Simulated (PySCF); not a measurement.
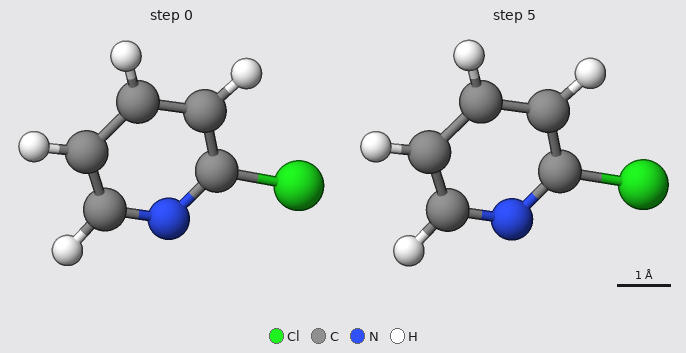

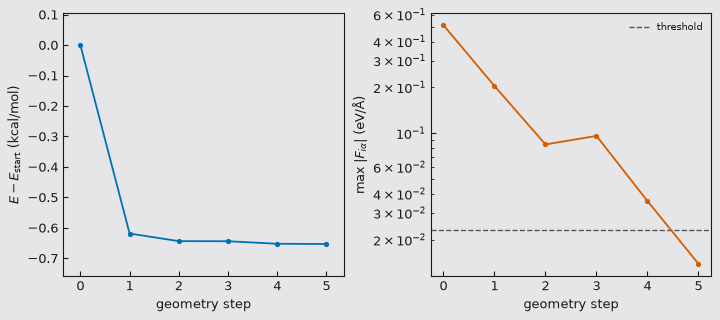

First and last geometry of a relaxation of C5H4ClN, with the history of the run. A ball-and-stick model, seen at a tilt.

The start comes from GFN2-xTB.

Method: PBE0-D3(BJ)/def2-SVP geometry optimisation, gas phase in PySCF. 

**Read the history and describe the run.**

It converged. After 5 geometry steps the energy has fallen by 0.65 kcal/mol. Largest force component: 0.51 eV/Å at the start, 0.014 eV/Å at the end. The atom that moves furthest after the best rigid fit is the Cl atom (0.035 Å). By element the largest moves are Cl 0.035 Å, H 0.030 Å, N 0.013 Å, C 0.011 Å. Among the contacts that change: C–Cl 1.721 → 1.737 Å, C–H 1.081 → 1.096 Å, C–N 1.322 → 1.333 Å, C–C 1.388 → 1.395 Å. The run took of the order of 30 core-seconds on a shared host.
